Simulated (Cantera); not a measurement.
A closed system holds: 1 mol CH₃SiH₃, 34 mol H₂, at 2623.15 K.

Method: chemical equilibrium by Gibbs-energy minimisation in Cantera with the NASA 1993 tables (ideal gas, pure condensed phases). Candidate condensed phases: C, C₆H₆, C₇H₈, C₈H₁₈, Si, SiC; 87 gas species. The feed counts by its element totals alone. Gases not in the tables: Si₂H₆ and higher silanes. Rates play no part.

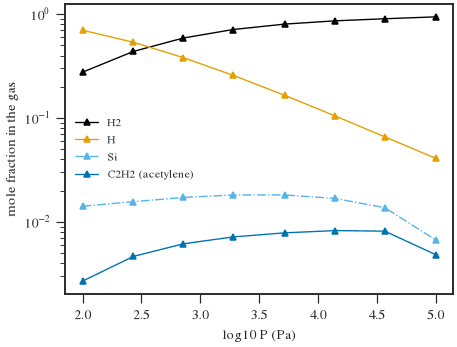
*Equilibrium gas composition (values under 1e-9 drawn at 1e-9)*

From 1.00 mbar to 0.140 bar nothing is condensed. From 0.370 bar to 1.00 bar the condensed part is SiC(s). The main Si-bearing gas is Si throughout.
